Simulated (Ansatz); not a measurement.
# GeSiH4O (SMILES [SiH3][O][GeH]) at wB97M-V/def2-SVP

Aim: the electronic atomisation energy of GeSiH4O at wB97M-V/def2-SVP, from 5 runs. 

The results are computed with Ansatz 0.2.0.

68 further runs of the same task are left out: 68 set aside as unsound or not needed.

**1. The molecule**

The species is GeSiH4O (7 atoms), meant as a singlet with charge 0. As SMILES, `[SiH3][O][GeH]`. The shape is that of a PBE0-D4/def2-TZVP optimisation. This is one conformer, not always the lowest.

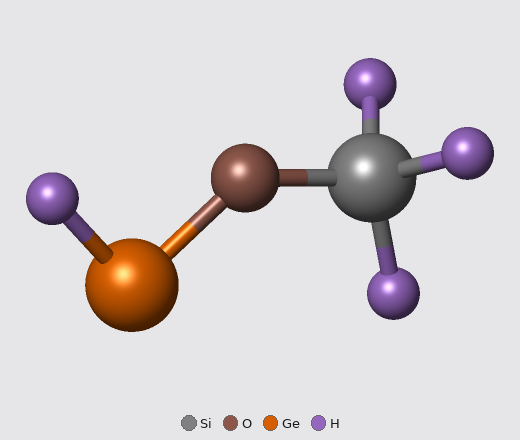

Viewed from a chosen angle; silicon grey, oxygen brown, germanium orange, hydrogen purple.

**2. A single-point energy at wB97M-V/def2-SVP**

The input, in.yaml:

```yaml
crystal:
  periodic: [false, false, false]
  atoms:
    - {symbol: Si, position_ang: [-0.741700, 0.650900, -0.296500]}
    - {symbol: O, position_ang: [0.533500, -0.139300, 0.373700]}
    - {symbol: Ge, position_ang: [1.261400, -1.756200, 0.134200]}
    - {symbol: H, position_ang: [-1.409200, -0.197600, -1.323800]}
    - {symbol: H, position_ang: [-0.260900, 1.901300, -0.937500]}
    - {symbol: H, position_ang: [-1.722500, 0.988100, 0.766400]}
    - {symbol: H, position_ang: [2.400800, -1.515100, 1.238000]}
basis:
  gaussian:
    orbitals: def2-SVP
total_charge: 0
hamiltonian:
  xc: {name: wB97M-V}
accuracy: high
output: {orbitals: {seedname: orbitals}}
```

On the command line:

```bash
ansatz run in.yaml --threads 1 --pin off --max-ram 3480MiB --events-out events.jsonl --progress --plain --runs-dir runs
```

The program printed:

```text
Warning: RAYON_NUM_THREADS=1 ignored (pool sized by the plan → 1); use --threads N
Functional definition: wB97M-V
  name "wB97M-V"
  parameter omega = 0.3/bohr
  parameter cx = 0.15
  parameter cx01 = 1.007
  parameter cx10 = 0.259
  parameter css00 = 0.443
  parameter css04 = -1.437
  parameter css10 = -4.535
  parameter css20 = -3.390
  parameter css43 = 4.278
  parameter cos00 = 1.000
  parameter cos10 = 1.358
  parameter cos20 = 2.924
  parameter cos21 = -8.812
  parameter cos60 = -1.390
  parameter cos61 = 9.142
  parameter b = 6.0
  parameter c = 0.01
  gx(w, u) = 1 - cx + cx01*u + cx10*w
  gss(w, u) = css00 + css04*u^4 + css10*w + css20*w^2 + css43*w^4*u^3
  gos(w, u) = cos00 + cos10*w + (cos20 + cos21*u)*w^2 + (cos60 + cos61*u)*w^6
  exchange = spin_sum(e_x_unif_sr(omega)*gx(b97_w, b97_u_x)) + cx*exact_x_sr(omega) + exact_x_lr(omega)
  correlation = spin_sum(e_c_pw_mod_same_spin*gss(b97_w, b97_u_same))
      + integral(e_c_pw_mod_opposite_spin*gos(b97_w_opposite, b97_u_opposite)) + vv10(b, c)
1725 factors; integrals over basis functions are off by at most 5.4e-9 eV
352 factors; integrals over basis functions are off by at most 1.9e-9 eV
mean field evaluation 1: about -66488.8684 eV, gradient 4.6e1 eV
mean field evaluation 2: about -66484.6953 eV, gradient 6.7e1 eV
mean field evaluation 4: about -66492.6978 eV, gradient 1.2e0 eV
mean field evaluation 8: about -66492.7707 eV, gradient 5.8e-2 eV
mean field evaluation 16: about -66492.7708 eV, gradient 8.5e-5 eV
mean field -66492.77075994 eV, -2443.5642550091 hartree, gradient 6.7e-8 eV, S^2 0.000000; 0 other end points of the search recorded, 0 dependent functions left out
reference -66492.77076426 eV, -2443.5642551679 hartree; 29, 29 occupied and 55, 55 virtual orbitals, 1725 factors
Total energy: -66492.77076426 eV, -2443.5642551679 hartree
```

Wall time 51 s (1 thread of AMD EPYC 7R43 (Zen 3), shared host); peak memory 0.54 GiB.

**3. The Ge atom, same level**

The input, input.yaml:

```yaml
basis:
  gaussian:
    orbitals: def2-SVP
crystal:
  periodic: [false, false, false]
  atoms:
    - {symbol: Ge, position_ang: [0.000000, 0.000000, 0.000000]}
magnetization:
  spin_polarized: true
  initial_magnetization: 2
hamiltonian:
  xc: {name: wB97M-V}
accuracy: high
```

Run the same way, it converges to -2076.54718 Eh (log not shown).

**4. The H atom**

The input, input.yaml:

```yaml
crystal:
  periodic: [false, false, false]
  atoms:
    - {symbol: H, position_ang: [0.000000, 0.000000, 0.000000]}
basis:
  gaussian: {orbitals: def2-SVP}
magnetization: {spin_polarized: true, initial_magnetization: 1}
hamiltonian: {xc: {name: wB97M-V}}
accuracy: high
```

Run the same way, it converges to -0.49171 Eh (log not shown).

**5. The O atom**

The input, job.yaml:

```yaml
crystal:
  periodic: [false, false, false]
  atoms:
    - {symbol: O, position_ang: [0.000000, 0.000000, 0.000000]}
basis:
  gaussian:
    orbitals: def2-SVP
magnetization:
  spin_polarized: true
  initial_magnetization: 2
hamiltonian:
  xc: {name: wB97M-V}
accuracy: high
```

On the command line:

```bash
ansatz run job.yaml --threads 1 --pin off --max-ram 3480MiB --events-out events.jsonl --progress --plain --runs-dir runs
```

The program printed, cut to the lines that bear on the results:

```text
Warning: RAYON_NUM_THREADS=1 ignored (pool sized by the plan → 1); use --threads N
[... 2 set-up lines as earlier in the session ...]
[...]
  gx(w, u) = 1 - cx + cx01*u + cx10*w
  gss(w, u) = css00 + css04*u^4 + css10*w + css20*w^2 + css43*w^4*u^3
  gos(w, u) = cos00 + cos10*w + (cos20 + cos21*u)*w^2 + (cos60 + cos61*u)*w^6
[...]
      + integral(e_c_pw_mod_opposite_spin*gos(b97_w_opposite, b97_u_opposite)) + vv10(b, c)
95 factors; integrals over basis functions are off by at most 1.2e-9 eV
51 factors; integrals over basis functions are off by at most 6.6e-10 eV
[...]
mean field -2040.31517514 eV, -74.9801997112 hartree, gradient 8.3e-8 eV, S^2 2.002695; 0 other end points of the search recorded, 0 dependent functions left out
reference -2040.31517595 eV, -74.9801997410 hartree; 5, 3 occupied and 9, 11 virtual orbitals, 95 factors
Total energy: -2040.31517595 eV, -74.9801997410 hartree
```

Wall time 1.6 s (1 thread of AMD EPYC 7R43 (Zen 3), shared host); peak memory 0.17 GiB.

**6. The Si atom**

The input, input.yaml:

```yaml
crystal:
  periodic: [false, false, false]
  atoms:
    - {symbol: Si, position_ang: [0.000000, 0.000000, 0.000000]}
basis:
  gaussian:
    orbitals: def2-SVP
magnetization:
  spin_polarized: true
  initial_magnetization: 2
hamiltonian:
  xc: {name: wB97M-V}
accuracy: high
```

On the command line:

```bash
ansatz run input.yaml --threads 1 --pin off --max-ram 3480MiB --events-out events.jsonl --progress --plain --runs-dir runs
```

The program printed, cut to the lines that bear on the results:

```text
Warning: RAYON_NUM_THREADS=1 ignored (pool sized by the plan → 1); use --threads N
[... 2 set-up lines as earlier in the session ...]
[...]
  gx(w, u) = 1 - cx + cx01*u + cx10*w
  gss(w, u) = css00 + css04*u^4 + css10*w + css20*w^2 + css43*w^4*u^3
  gos(w, u) = cos00 + cos10*w + (cos20 + cos21*u)*w^2 + (cos60 + cos61*u)*w^6
[...]
      + integral(e_c_pw_mod_opposite_spin*gos(b97_w_opposite, b97_u_opposite)) + vv10(b, c)
134 factors; integrals over basis functions are off by at most 2.5e-9 eV
71 factors; integrals over basis functions are off by at most 1.1e-9 eV
[...]
mean field -7871.01194090 eV, -289.2543536645 hartree, gradient 1.8e-9 eV, S^2 2.000757; 0 other end points of the search recorded, 0 dependent functions left out
reference -7871.01194291 eV, -289.2543537385 hartree; 8, 6 occupied and 10, 12 virtual orbitals, 134 factors
Total energy: -7871.01194291 eV, -289.2543537385 hartree
```

Wall time 3.9 s (1 thread of AMD EPYC 7R43 (Zen 3), shared host); peak memory 0.24 GiB.

**7. Summary of results**

Level: wB97M-V/def2-SVP.

| quantity | value |
| --- | --- |
| molecule: total energy | -2443.56426 Eh |
| molecule: HOMO energy | -8.90 eV |
| molecule: LUMO energy | -0.44 eV |
| molecule: HOMO–LUMO gap | 8.46 eV |
| Ge atom: total energy | -2076.54718 Eh |
| Ge atom: ⟨S²⟩ | 2.002 |
| H atom: total energy | -0.49171 Eh |
| H atom: ⟨S²⟩ | 0.750 |
| O atom: total energy | -74.98020 Eh |
| O atom: ⟨S²⟩ | 2.003 |
| Si atom: total energy | -289.25435 Eh |
| Si atom: ⟨S²⟩ | 2.001 |
| electronic atomisation energy | 22.196 eV |

Taking the molecule apart into free atoms costs 22.20 eV (2142 kJ/mol), before zero-point energy and without spin-orbit coupling.
